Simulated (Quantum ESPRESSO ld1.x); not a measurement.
# Atomic calculation, with input and output: Zr

A free Zr atom in the configuration [Kr] 4d2 5s2 (high spin). Computed at this level: non-relativistic Kohn-Sham, LDA (Slater exchange, Perdew-Zunger correlation), spin-polarised, spherical densities, point nucleus (Quantum ESPRESSO ld1.x 7.5).

**Key numbers**

| quantity | value |
| --- | --- |
| outcome | converged |
| total energy | −3536.7387 hartree |
| kinetic energy | 3534.1538 hartree |
| electron–nucleus energy | −8427.0751 hartree |
| Hartree energy | 1464.3866 hartree |
| exchange–correlation energy | −108.204041 hartree |
| radius at density 0.001 e/bohr³ | 5.10 bohr |
| SCF iterations | 37 |
| hardware | 1 CPU thread, shared host |
| wall time | 1.4 s |

**Notes**

Relativity is left out, which matters for an atom this heavy.

**The input**
```
 &input
    zed=40.0,
    iswitch=1,
    rel=0,
    lsd=1,
    dft='PZ',
    config='[Kr] 4d2 5s2',
    prefix='ld1',
    max_out_wfc=37,
    file_charge='ld1.rho',
 /
```

**Output**
```
     Program LD1 v.7.5 starts

     --------------------------- All-electron run ----------------------------

     atomic number is 40.00
     dft =PZ   lsd =1 sic =0 latt =0  beta=0.20 tr2=1.0E-14
     Exchange-correlation= PZ
                           (   1   1   0   0   0   0   0)
     mesh =1913 r(mesh) = 100.19523 a.u. xmin = -7.00 dx = 0.00800
     1 Ry =  13.60569312 eV

     n l     nl                  e(Ry)          e(Ha)          e(eV)
     1 0     1S 1( 1.00)     -1278.5769      -639.2884    -17395.9245
     2 0     2S 1( 1.00)      -174.4709       -87.2354     -2373.7973
     2 1     2P 1( 3.00)      -160.0156       -80.0078     -2177.1234
     3 0     3S 1( 1.00)       -28.4555       -14.2278      -387.1573
     3 1     3P 1( 3.00)       -23.0239       -11.5119      -313.2558
     4 0     4S 1( 1.00)        -3.8611        -1.9305       -52.5325
     4 1     4P 1( 3.00)        -2.3996        -1.1998       -32.6482
     3 2     3D 1( 5.00)       -13.0858        -6.5429      -178.0418
     4 2     4D 1( 2.00)        -0.3306        -0.1653        -4.4975
     5 0     5S 1( 1.00)        -0.3414        -0.1707        -4.6446
     1 0     1S 2( 1.00)     -1278.5769      -639.2885    -17395.9255
     2 0     2S 2( 1.00)      -174.4598       -87.2299     -2373.6465
     2 1     2P 2( 3.00)      -160.0073       -80.0036     -2177.0096
     3 0     3S 2( 1.00)       -28.4477       -14.2239      -387.0512
     3 1     3P 2( 3.00)       -23.0153       -11.5077      -313.1395
     4 0     4S 2( 1.00)        -3.7951        -1.8976       -51.6351
     4 1     4P 2( 3.00)        -2.3275        -1.1638       -31.6675
     3 2     3D 2( 5.00)       -13.0742        -6.5371      -177.8834
     4 2     4D 2( 0.00)        -0.2580        -0.1290        -3.5098
     5 0     5S 2( 1.00)        -0.3032        -0.1516        -4.1251

     final scf error:  7.8E-15 reached in  37 iterations

     Etot =   -7073.477486 Ry,   -3536.738743 Ha,  -96239.563981 eV
     Total magnetization:    2.00 Bohr mag.

     Ekin =    7068.307609 Ry,    3534.153804 Ha,   96169.224226 eV
     Encl =  -16854.150142 Ry,   -8427.075071 Ha, -229312.394679 eV
     Eh   =    2928.773129 Ry,    1464.386565 Ha,   39847.988425 eV
     Exc  =    -216.408082 Ry,    -108.204041 Ha,   -2944.381953 eV

     normalization and overlap integrals

     s(1S/1S) =  1.000000  <r> =   0.0382  <r2> =    0.0020  r(max) =   0.0252
     s(1S/2S) = -0.000000
     s(1S/3S) =  0.000000
     s(1S/4S) =  0.000000
     s(1S/5S) =  0.000000
     s(2S/2S) =  1.000000  <r> =   0.1676  <r2> =    0.0330  r(max) =   0.1419
     s(2S/3S) =  0.000000
     s(2S/4S) =  0.000000
     s(2S/5S) = -0.000000
     s(2P/2P) =  1.000000  <r> =   0.1438  <r2> =    0.0252  r(max) =   0.1116
     s(2P/3P) =  0.000000
     s(2P/4P) =  0.000000
     s(3S/3S) =  1.000000  <r> =   0.4711  <r2> =    0.2543  r(max) =   0.4177
     s(3S/4S) =  0.000000
     s(3S/5S) =  0.000000
     s(3P/3P) =  1.000000  <r> =   0.4678  <r2> =    0.2549  r(max) =   0.4078
     s(3P/4P) = -0.000000
     s(4S/4S) =  1.000000  <r> =   1.2410  <r2> =    1.7483  r(max) =   1.0998
     s(4S/5S) = -0.000000
     s(4P/4P) =  1.000000  <r> =   1.3806  <r2> =    2.1904  r(max) =   1.1914
     s(3D/3D) =  1.000000  <r> =   0.4518  <r2> =    0.2468  r(max) =   0.3475
     s(3D/4D) = -0.000000
     s(4D/4D) =  1.000000  <r> =   2.2117  <r2> =    6.0606  r(max) =   1.5890
     s(5S/5S) =  1.000000  <r> =   3.7225  <r2> =   15.8076  r(max) =   3.1617
     s(1S/1S) =  1.000000  <r> =   0.0382  <r2> =    0.0020  r(max) =   0.0252
     s(1S/2S) = -0.000000
     s(1S/3S) =  0.000000
     s(1S/4S) =  0.000000
     s(1S/5S) =  0.000000
     s(2S/2S) =  1.000000  <r> =   0.1676  <r2> =    0.0330  r(max) =   0.1419
     s(2S/3S) = -0.000000
     s(2S/4S) =  0.000000
     s(2S/5S) = -0.000000
     s(2P/2P) =  1.000000  <r> =   0.1438  <r2> =    0.0252  r(max) =   0.1116
     s(2P/3P) =  0.000000
     s(2P/4P) =  0.000000
     s(3S/3S) =  1.000000  <r> =   0.4710  <r2> =    0.2542  r(max) =   0.4177
     s(3S/4S) = -0.000000
     s(3S/5S) =  0.000000
     s(3P/3P) =  1.000000  <r> =   0.4677  <r2> =    0.2548  r(max) =   0.4078
     s(3P/4P) =  0.000000
     s(4S/4S) =  1.000000  <r> =   1.2374  <r2> =    1.7385  r(max) =   1.0998
     s(4S/5S) =  0.000000
     s(4P/4P) =  1.000000  <r> =   1.3763  <r2> =    2.1781  r(max) =   1.1819
     s(3D/3D) =  1.000000  <r> =   0.4517  <r2> =    0.2466  r(max) =   0.3475
     s(3D/4D) = -0.000000
     s(4D/4D) =  1.000000  <r> =   2.2982  <r2> =    6.6680  r(max) =   1.5890
     s(5S/5S) =  1.000000  <r> =   3.8722  <r2> =   17.1452  r(max) =   3.2385

     ------------------------ End of All-electron run ------------------------
```

**Slater integrals of the outer shells (hartree)**

```tsv
integral	value
F0(4d,4d)	0.4148
F2(4d,4d)	0.2002
F4(4d,4d)	0.1280
F0(4d,5s)	0.2869
G2(4d,5s)	0.0718
F0(4d,4p)	0.4986
F2(4d,4p)	0.2275
G1(4d,4p)	0.2744
```

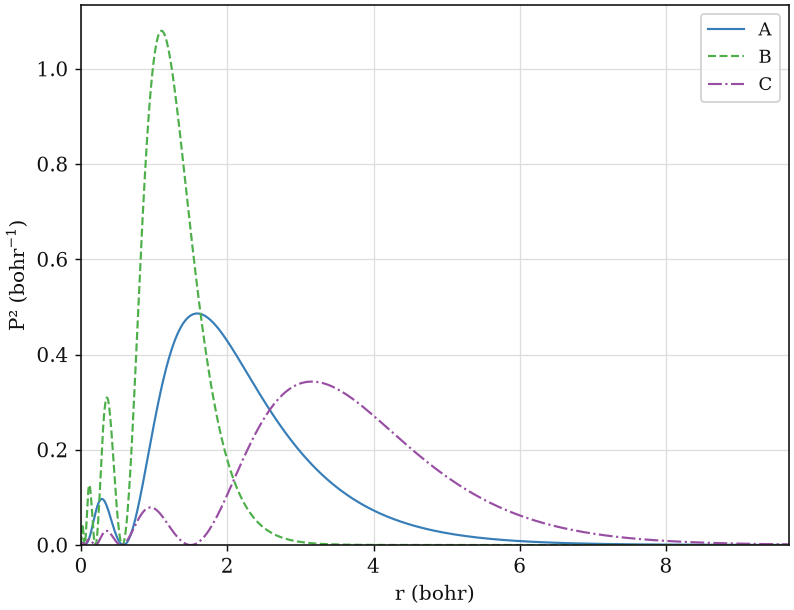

Fig. 1: The radial probability densities P² of 4s up, 4d up and 5s up. A is 4d up; B is 4s up; C is 5s up. 4s up: outer maximum at 1.10 bohr, ⟨r⟩ = 1.24 bohr, 3 nodes, eigenvalue −52.5 eV; 4d up: outer maximum at 1.59 bohr, ⟨r⟩ = 2.21 bohr, 1 node, eigenvalue −4.50 eV; 5s up: outer maximum at 3.16 bohr, ⟨r⟩ = 3.72 bohr, 4 nodes, eigenvalue −4.64 eV. The innermost lobes are too small to be seen at this scale.

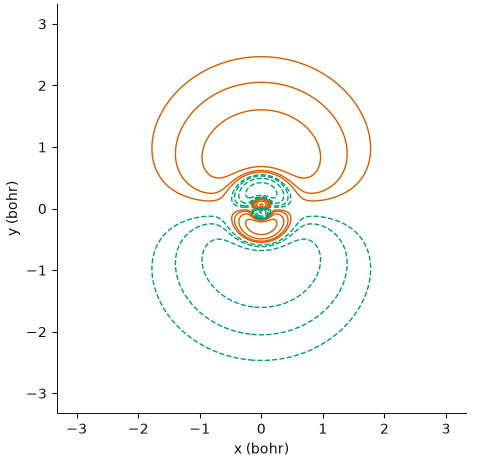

Fig. 2: The 4p(y) orbital of down spin. The radial function comes from the spherical calculation and is multiplied by a real spherical harmonic; the overall sign is chosen so that the largest lobe of P(r) is positive. In the xy plane through the nucleus, contours of ψ are drawn, solid for positive and dashed for negative values, each about twice the one before. It has the nodal plane xz and 2 radial nodes, at r = 0.173 and 0.570 bohr. The outermost maximum of P² lies at 1.18 bohr, ⟨r⟩ = 1.38 bohr, 90 % of the charge lies within 2.05 bohr, and the eigenvalue is −31.7 eV, with 3 electrons in the shell for this spin.

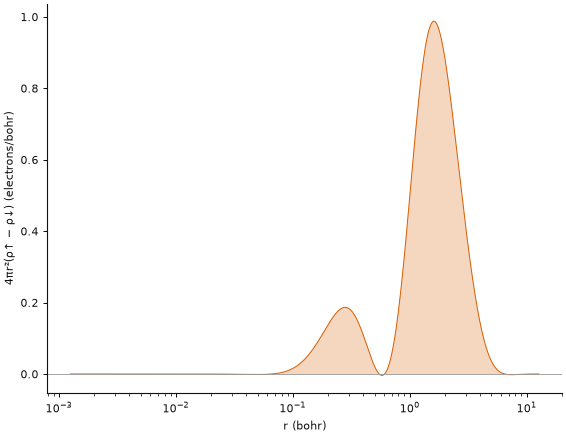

Fig. 3: The radial spin density. The curve integrates to 2 unpaired electrons, held by 4d (+2). Its largest value, 0.988 electrons/bohr, lies near r = 1.6 bohr. Regions of the opposite sign hold 0.0052 electrons in all, from the polarisation of filled shells.
